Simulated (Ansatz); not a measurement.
**Geometry relaxation, with input and output: GaNH₄O**

System: GaNH₄O.
Method: RHF/def2-SVP (Ansatz 0.2.0).

It belongs to a series of runs on one base structure; here: start relaxed.

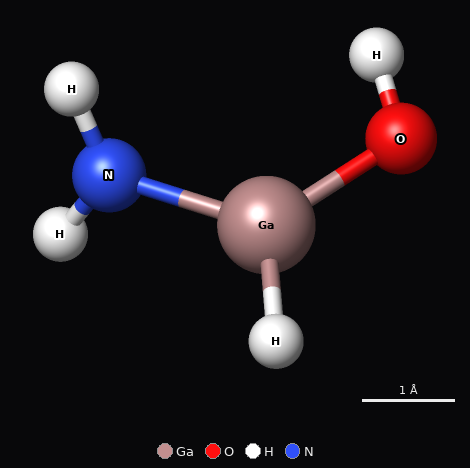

The starting structure (ball-and-stick view, seen at a tilt). Sticks mark near contacts. Bond lengths as drawn: Ga–H 1.57 Å, Ga–N 1.93 Å, Ga–O 1.79 Å, H–N 1.06 Å and H–O 1.01 Å.

## Input
```yaml
crystal:
  periodic: [false, false, false]
  atoms:
    - { symbol: Ga, position_ang: [0.0, 0.0, 0.0] }
    - { symbol: O, position_ang: [0.0, 0.0, 1.79] }
    - { symbol: H, position_ang: [-0.9095, -0.2814, 2.1271] }
    - { symbol: H, position_ang: [1.3596, 0.0, -0.785] }
    - { symbol: "N", position_ang: [-1.6714, 0.0, -0.965] }
    - { symbol: H, position_ang: [-2.3403, -0.8164, -0.8664] }
    - { symbol: H, position_ang: [-1.9204, 0.8164, -1.5936] }
basis:
  gaussian: { orbitals: def2-SVP }
hamiltonian:
  xc: hf
relax:
  f_tol: 0.02
  max_steps: 40
output:
  orbitals: {}
```

Launch command:
```bash
ansatz run input.yaml --threads 1 --pin off --max-ram 2048MiB --backend cpu --events-out ev --progress --plain --runs-dir out
```

## Output
```
The last accepted step is kept in [file] (removed where the run ends without a failure and the disk answers)
Engine: ansatz 0.2.0, x86_64-unknown-linux-gnu
Functional definition: HF
  exchange = exact_x
  correlation = 0
856 factors; integrals over basis functions are off by at most 3.2e-4 eV
mean field evaluation 1: about -55902.8284 eV, gradient 4.6e1 eV
mean field evaluation 2: about -55902.8609 eV, gradient 4.6e1 eV
mean field evaluation 4: about -55907.2010 eV, gradient 2.8e0 eV
mean field evaluation 8: about -55907.2342 eV, gradient 2.6e-4 eV
mean field -55907.23417256 eV, -2054.5529605571 hartree, gradient 1.2e-5 eV, S^2 0.000000; 0 other end points of the search recorded, 0 dependent functions left out
the calculation of the forces begins
reference -55907.23417256 eV, -2054.5529605571 hartree; 25, 25 occupied and 55, 55 virtual orbitals, 856 factors
relax step   1: F+E_penalty+E_count = -55907.23417256 eV  Δ(F+E_penalty+E_count) = +0.000e0 eV  max|allowed force component| = 3.083e0 eV/Å  Δτ_max = 0.0000 Å  (34 SCF iters, accepted)
these checks for a lower state are left out or cut short: starts, cluster_reference, orbital_swaps, neighbouring_geometries, increment
856 factors; integrals over basis functions are off by at most 3.2e-4 eV
mean field evaluation 16: about -55907.6603 eV, gradient 3.1e-3 eV
mean field -55907.66033603 eV, -2054.5686217760 hartree, gradient 2.1e-5 eV, S^2 0.000000; 0 other end points of the search recorded, 0 dependent functions left out
the calculation of the forces begins
reference -55907.66033603 eV, -2054.5686217760 hartree; 25, 25 occupied and 55, 55 virtual orbitals, 856 factors
relax step   2: F+E_penalty+E_count = -55907.66033603 eV  Δ(F+E_penalty+E_count) = -4.262e-1 eV  max|allowed force component| = 2.778e0 eV/Å  Δτ_max = 0.1949 Å  (31 SCF iters, accepted)
these checks for a lower state are left out or cut short: starts, cluster_reference, orbital_swaps, neighbouring_geometries, increment
856 factors; integrals over basis functions are off by at most 3.4e-4 eV
mean field -55907.81943725 eV, -2054.5744686379 hartree, gradient 1.2e-5 eV, S^2 0.000000; 0 other end points of the search recorded, 0 dependent functions left out
the calculation of the forces begins
reference -55907.81943725 eV, -2054.5744686379 hartree; 25, 25 occupied and 55, 55 virtual orbitals, 856 factors
relax step   3: F+E_penalty+E_count = -55907.81943725 eV  Δ(F+E_penalty+E_count) = -1.591e-1 eV  max|allowed force component| = 2.057e0 eV/Å  Δτ_max = 0.1934 Å  (31 SCF iters, accepted)
these checks for a lower state are left out or cut short: starts, cluster_reference, orbital_swaps, neighbouring_geometries, increment
856 factors; integrals over basis functions are off by at most 3.3e-4 eV
mean field evaluation 32: about -55907.9587 eV, gradient 2.1e-5 eV
mean field -55907.95871118 eV, -2054.5795868602 hartree, gradient 2.1e-5 eV, S^2 0.000000; 0 other end points of the search recorded, 0 dependent functions left out
the calculation of the forces begins
reference -55907.95871118 eV, -2054.5795868602 hartree; 25, 25 occupied and 55, 55 virtual orbitals, 856 factors
relax step   4: F+E_penalty+E_count = -55907.95871118 eV  Δ(F+E_penalty+E_count) = -1.393e-1 eV  max|allowed force component| = 6.096e-1 eV/Å  Δτ_max = 0.1998 Å  (31 SCF iters, accepted)
these checks for a lower state are left out or cut short: starts, cluster_reference, orbital_swaps, neighbouring_geometries, increment
856 factors; integrals over basis functions are off by at most 3.1e-4 eV
mean field -55908.00228668 eV, -2054.5811882305 hartree, gradient 2.4e-5 eV, S^2 0.000000; 0 other end points of the search recorded, 0 dependent functions left out
the calculation of the forces begins
reference -55908.00228668 eV, -2054.5811882305 hartree; 25, 25 occupied and 55, 55 virtual orbitals, 856 factors
relax step   5: F+E_penalty+E_count = -55908.00228668 eV  Δ(F+E_penalty+E_count) = -4.358e-2 eV  max|allowed force component| = 1.632e-1 eV/Å  Δτ_max = 0.2000 Å  (31 SCF iters, accepted)
these checks for a lower state are left out or cut short: starts, cluster_reference, orbital_swaps, neighbouring_geometries, increment
856 factors; integrals over basis functions are off by at most 3.0e-4 eV
mean field -55908.01067129 eV, -2054.5814963593 hartree, gradient 1.5e-5 eV, S^2 0.000000; 0 other end points of the search recorded, 0 dependent functions left out
the calculation of the forces begins
reference -55908.01067129 eV, -2054.5814963593 hartree; 25, 25 occupied and 55, 55 virtual orbitals, 856 factors
relax step   6: F+E_penalty+E_count = -55908.01067129 eV  Δ(F+E_penalty+E_count) = -8.385e-3 eV  max|allowed force component| = 6.124e-2 eV/Å  Δτ_max = 0.0731 Å  (32 SCF iters, accepted)
these checks for a lower state are left out or cut short: starts, cluster_reference, orbital_swaps, neighbouring_geometries, increment
856 factors; integrals over basis functions are off by at most 3.0e-4 eV
mean field -55908.01096536 eV, -2054.5815071660 hartree, gradient 1.3e-5 eV, S^2 0.000000; 0 other end points of the search recorded, 0 dependent functions left out
the calculation of the forces begins
reference -55908.01096536 eV, -2054.5815071660 hartree; 25, 25 occupied and 55, 55 virtual orbitals, 856 factors
relax step   7: F+E_penalty+E_count = -55908.01096536 eV  Δ(F+E_penalty+E_count) = -2.941e-4 eV  max|allowed force component| = 9.248e-3 eV/Å  Δτ_max = 0.0124 Å  (34 SCF iters, accepted)
856 factors; integrals over basis functions are off by at most 3.0e-4 eV
mean field evaluation 64: about -55908.0110 eV, gradient 7.9e-4 eV
```

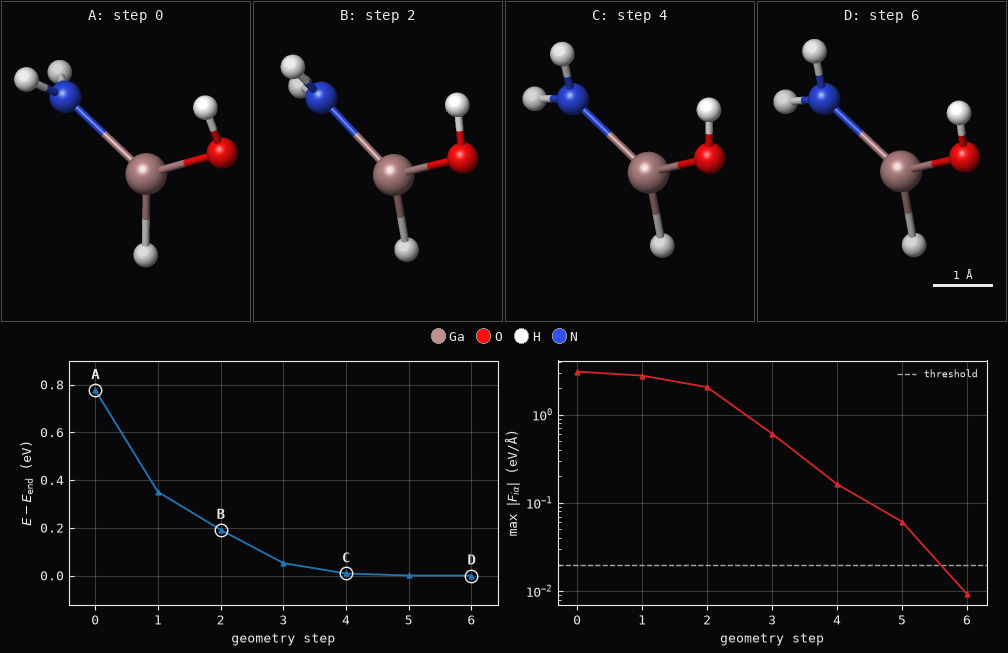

Frames of the relaxation (ball-and-stick view, seen at a tilt) above the curves, on which the letters mark them (the first geometry is step 0 here and step 1 in the log).

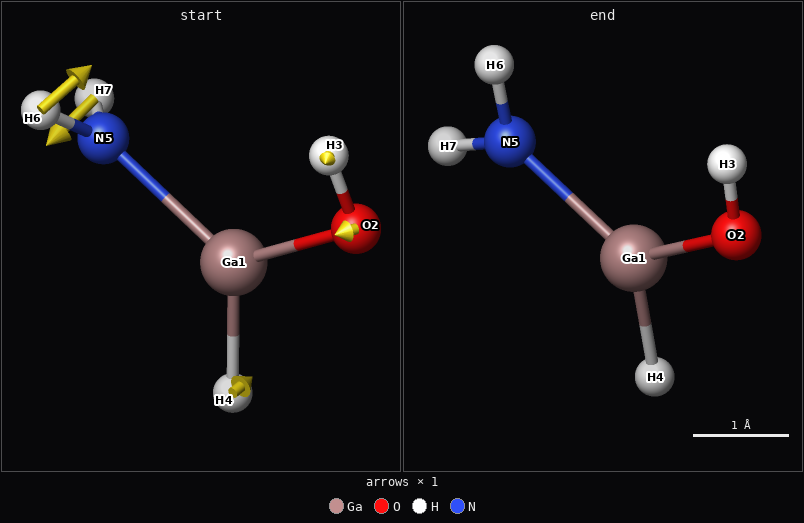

Before (left) and after (right) the relaxation, at one scale (ball-and-stick view, seen at a tilt). The yellow arrows give the displacements, at true length. The largest moves after the best rigid fit, 0.75 Å, are those of H6 and H7. Largest moves by element: H 0.75 Å, O 0.27 Å, Ga 0.08 Å, N 0.06 Å. Among the contacts that change: Ga1–N5 1.930 → 1.815 Å, O2–H3 1.010 → 0.943 Å, N5–H6 1.060 → 1.001 Å, Ga1–H4 1.570 → 1.556 Å. Among the angles that change: Ga1–O2–H3 109.5° → 121.0°, H6–N5–H7 120.0° → 110.9°, Ga1–N5–H6 120.0° → 125.2°. The energy falls by 0.777 eV in 6 geometry steps. The largest force component goes from 3.1 to 0.0092 eV/Å. (Atoms are counted from 1 in the order of the input.)

```
mean field -55908.01096536 eV, -2054.5815071660 hartree, gradient 1.3e-5 eV, S^2 0.000000; 1 other end points of the search recorded, 0 dependent functions left out
the calculation of the forces begins
reference -55908.01096536 eV, -2054.5815071660 hartree; 25, 25 occupied and 55, 55 virtual orbitals, 856 factors
Total energy: -55908.01096536 eV, -2054.5815071660 hartree
Atom 0 at    -0.038978     0.054254    -0.047246 Å, force    -0.009248    -0.002756     0.008494 eV/Å
Atom 1 at    -0.056152    -0.261645     1.701511 Å, force     0.004578     0.003319    -0.003209 eV/Å
Atom 2 at    -0.863758    -0.438511     2.154675 Å, force    -0.000002    -0.002263     0.000021 eV/Å
Atom 3 at     1.326126     0.350055    -0.732456 Å, force    -0.000846    -0.000112    -0.001228 eV/Å
Atom 4 at    -1.621885     0.013044    -0.934585 Å, force     0.003667    -0.000029     0.003576 eV/Å
Atom 5 at    -2.511710    -0.177785    -0.517994 Å, force     0.003602     0.001910    -0.001722 eV/Å
Atom 6 at    -1.715643     0.179188    -1.916805 Å, force    -0.001751    -0.000070    -0.005933 eV/Å
Dipole moment:    -0.442574    -0.009497    -0.249372 e Å
```

## Trajectory as extended XYZ (Å, eV, eV/Å), 7 frames, from step=1 to step=7
```
7
Properties=species:S:1:pos:R:3:forces:R:3 step=1 energy=-55907.23417
Ga    0.0000    0.0000    0.0000   -1.1449   0.1370  -1.0355
O     0.0000    0.0000    1.7900   -3.0834  -1.2206   0.5075
H    -0.9095   -0.2814    2.1271    2.8607   1.0523  -0.7427
H     1.3596    0.0000   -0.7850   -0.0758   0.1283   0.2128
N    -1.6714    0.0000   -0.9650    0.2040  -0.1250   0.3486
H    -2.3403   -0.8164   -0.8664    1.1306   2.4099  -0.6083
H    -1.9204    0.8164   -1.5936    0.1087  -2.3819   1.3176
7
Properties=species:S:1:pos:R:3:forces:R:3 step=2 energy=-55907.66034
Ga   -0.0070    0.0283   -0.0352   -0.4898  -0.3555  -0.1179
O    -0.0061   -0.1908    1.7507   -2.7785   0.0599   0.2418
H    -0.9433   -0.1873    2.0930    2.5864  -0.0324  -0.6520
H     1.3705    0.0946   -0.7686   -0.0480   0.2146   0.0726
N    -1.6520    0.0012   -0.9178    0.3902   0.3127   0.0819
H    -2.3584   -0.7140   -0.7775    0.2986   0.7266  -0.1519
H    -1.8857    0.6865   -1.6374    0.0410  -0.9260   0.5255
7
Properties=species:S:1:pos:R:3:forces:R:3 step=3 energy=-55907.81944
Ga   -0.0161   -0.0479   -0.0626    0.2514   0.3232   0.2745
O    -0.0278   -0.2399    1.7228   -2.0567  -0.0700   0.2555
H    -0.9397   -0.2110    2.0887    1.9653  -0.0991  -0.5625
H     1.3658    0.2279   -0.7597   -0.2145  -0.0695   0.0731
N    -1.6388    0.0067   -0.8936   -0.2853   0.0714  -0.4255
H    -2.4295   -0.5804   -0.6571    0.3406   0.5366  -0.1861
H    -1.7959    0.5632   -1.7314   -0.0008  -0.6925   0.5709
7
Properties=species:S:1:pos:R:3:forces:R:3 step=4 energy=-55907.95871
Ga   -0.0237    0.0023   -0.0528    0.0019   0.0780   0.0378
O    -0.0432   -0.3061    1.7033   -0.6096   0.0338   0.0460
H    -0.9073   -0.2639    2.1027    0.5292  -0.1087  -0.0548
H     1.3426    0.2972   -0.7415   -0.0423  -0.0008  -0.0131
N    -1.6333    0.0169   -0.9060    0.0126  -0.0236  -0.0593
H    -2.4730   -0.4253   -0.5680    0.2203   0.2733  -0.1699
H    -1.7442    0.3976   -1.8307   -0.1120  -0.2519   0.2134
7
Properties=species:S:1:pos:R:3:forces:R:3 step=5 energy=-55908.00229
Ga   -0.0234    0.0388   -0.0538   -0.0751  -0.0006   0.0373
O    -0.0687   -0.3260    1.6898   -0.0877   0.0782  -0.0271
H    -0.8913   -0.3587    2.1550    0.1405  -0.0455  -0.0992
H     1.3376    0.3586   -0.7364    0.0130  -0.0243   0.0318
N    -1.6117    0.0215   -0.9358   -0.0684   0.0002  -0.0589
H    -2.4767   -0.2367   -0.5016   -0.0043   0.0257  -0.0472
H    -1.7478    0.2211   -1.9101    0.0820  -0.0337   0.1632
7
Properties=species:S:1:pos:R:3:forces:R:3 step=6 energy=-55908.01067
Ga   -0.0388    0.0520   -0.0472    0.0492   0.0021   0.0259
O    -0.0545   -0.2673    1.7018   -0.0245   0.0076  -0.0234
H    -0.8683   -0.4279    2.1505    0.0166  -0.0076   0.0096
H     1.3266    0.3488   -0.7332   -0.0096  -0.0017   0.0034
N    -1.6209    0.0137   -0.9331   -0.0452   0.0055  -0.0612
H    -2.5084   -0.1897   -0.5171    0.0076   0.0091  -0.0108
H    -1.7177    0.1889   -1.9147    0.0059  -0.0149   0.0565
7
Properties=species:S:1:pos:R:3:forces:R:3 step=7 energy=-55908.01097
Ga   -0.0390    0.0543   -0.0472   -0.0092  -0.0028   0.0085
O    -0.0562   -0.2616    1.7015    0.0046   0.0033  -0.0032
H    -0.8638   -0.4385    2.1547    0.0000  -0.0023   0.0000
H     1.3261    0.3501   -0.7325   -0.0008  -0.0001  -0.0012
N    -1.6219    0.0130   -0.9346    0.0037   0.0000   0.0036
H    -2.5117   -0.1778   -0.5180    0.0036   0.0019  -0.0017
H    -1.7156    0.1792   -1.9168   -0.0018  -0.0001  -0.0059
```

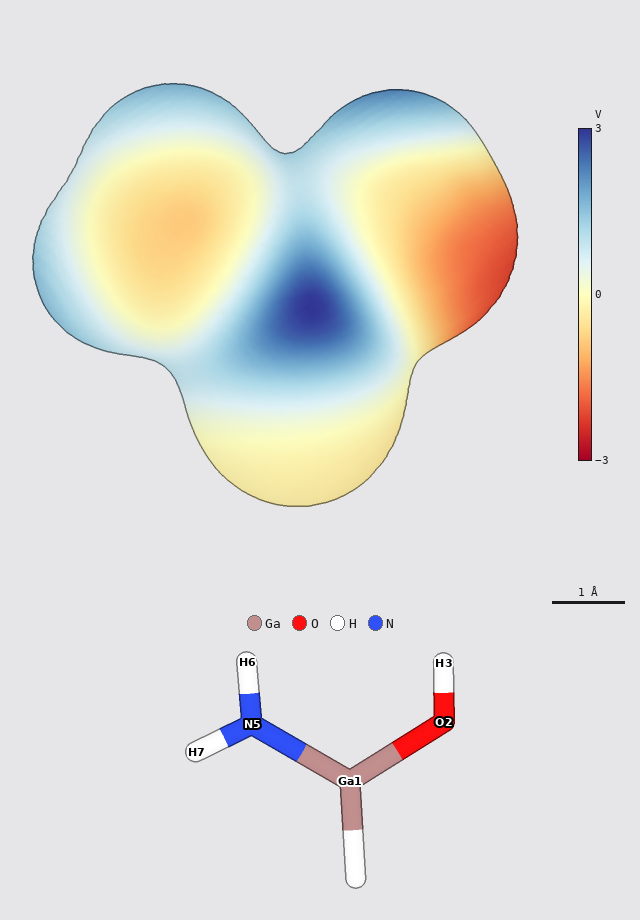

The electrostatic potential painted on the density surface at 0.002 e/bohr³, seen face on; red is negative and blue positive. The bare structure is drawn below in the same view. A positive charge is drawn to the negative regions and a negative charge to the positive ones.

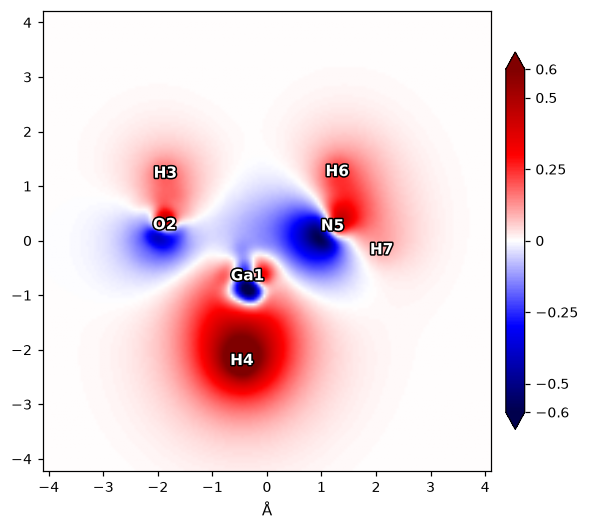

The HOMO−1 on the molecular plane (values in Å⁻³ᐟ²; the overall sign is arbitrary). By Hirshfeld shares it lies mainly on H4 (45 %), Ga1 (35 %) and N5 (15 %); it is symmetric in the molecular plane (σ or in-plane lone-pair type). Its energy is −12.53 eV.

## Summary

| quantity | value |
| --- | --- |
| outcome | converged |
| total energy | −55908.0110 eV |
| mean-field energy | −55908.0110 eV |
| largest force (length of the vector) at the end | 0.013 eV/Å |
| hardware | 1 thread of AMD EPYC (Zen 5), 24 GiB of memory available, shared host |
| wall time | 4.8 s |
| peak memory | 0.17 GiB |
